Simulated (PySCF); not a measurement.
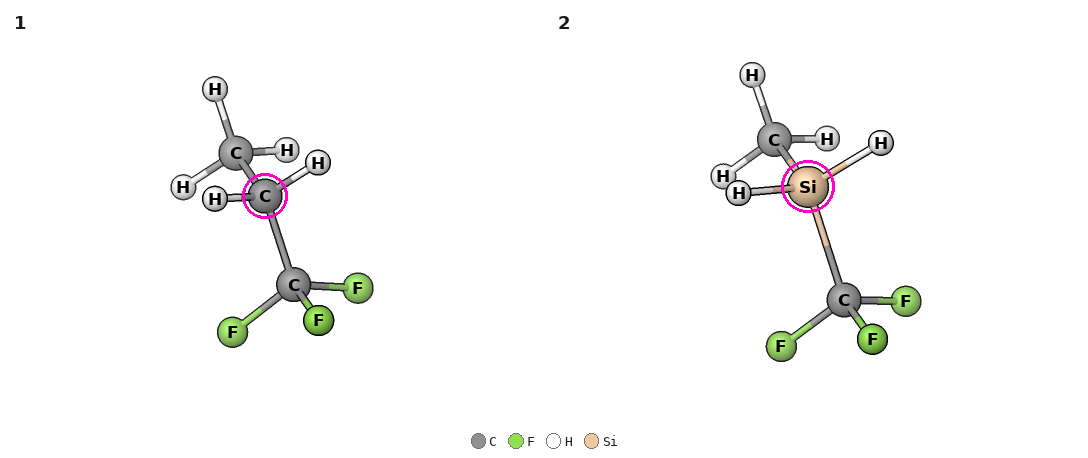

2 molecules with one skeleton, seen from the same side and at one scale; the atom that differs is circled. Charge 0, singlet. Computed geometries: PBE0-D3(BJ)/def2-SVP optimisations, one conformation each. Properties computed with PySCF 2.14.0.

One atom differs, called X below: C in panel 1, Si in panel 2. Their formulas are C3H5F3 (`CCC(F)(F)F`), C2H5F3Si (`C[SiH2]C(F)(F)F`).

**In which is the mean length of X–H larger (PBE0-D3(BJ)/def2-SVP)?**

In panel 2 (X = Si).

**In which is the HOMO–LUMO gap larger (ωB97X-D/def2-SVPD)?**

In panel 1 (X = C).

Give the values. With PBE0-D3(BJ)/def2-SVP: mean length of X–H (Å), angle C–X–C (°). With ωB97X-D/def2-SVPD: dipole moment (D), HOMO energy (Kohn–Sham orbital) (eV), HOMO–LUMO gap (eV), mean static polarisability (bohr³), lowest vertical singlet excitation (eV).

```json
{"quantity": "mean length of X–H (Å)", "1 (C)": "1.101", "2 (Si)": "1.491", "2 − 1": "+0.390"}
{"quantity": "angle C–X–C (°)", "1 (C)": "113.1", "2 (Si)": "107.7", "2 − 1": "−5.4"}
{"quantity": "dipole moment (D)", "1 (C)": "2.43", "2 (Si)": "2.69", "2 − 1": "+0.26"}
{"quantity": "HOMO energy (Kohn–Sham orbital) (eV)", "1 (C)": "−12.29", "2 (Si)": "−11.31", "2 − 1": "+0.98"}
{"quantity": "HOMO–LUMO gap (eV)", "1 (C)": "14.58", "2 (Si)": "13.17", "2 − 1": "−1.41"}
{"quantity": "mean static polarisability (bohr³)", "1 (C)": "40.7", "2 (Si)": "54.7", "2 − 1": "+14.0"}
{"quantity": "lowest vertical singlet excitation (eV)", "1 (C)": "10.08", "2 (Si)": "8.89", "2 − 1": "−1.19"}
```
